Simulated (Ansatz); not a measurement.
Al₂Cu (I4/mcm, No. 140) was calculated with PBEsol-D3(BJ) in Ansatz (PAW).

Run with plane-wave cutoff 520 eV, 14×14×14 k mesh, Fermi–Dirac smearing 0.05 eV, no spin polarisation, scalar-relativistic PAW data made under PBE.

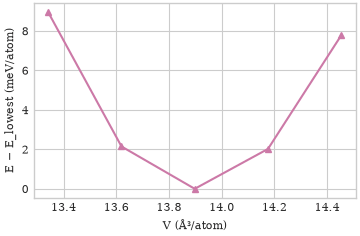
Total energy against volume

From the curve, estimate the equilibrium volume and the bulk modulus.

V0 ≈ 13.9 Å³/atom and B0 ≈ 120 GPa; the fit gives V0 = 13.897 Å³/atom, B0 = 120 GPa, B′ = 4.5.

Shape and atoms are relaxed at each volume.

Measured, for comparison: equilibrium volume per atom 14.78 Å³/atom (temperature not stated, no zero-point or thermal correction, from a published cell, temperature and pressure not stated; as tabulated in James B. Friauf, Journal of the American Chemical Society 49, 3107 (1927)). Computed less measured: equilibrium volume per atom -6.0 %.

Note: the volume lies 6 % below that of the published cell.

Static lattice: no zero-point or thermal effects.

Ansatz is an electronic-structure program.
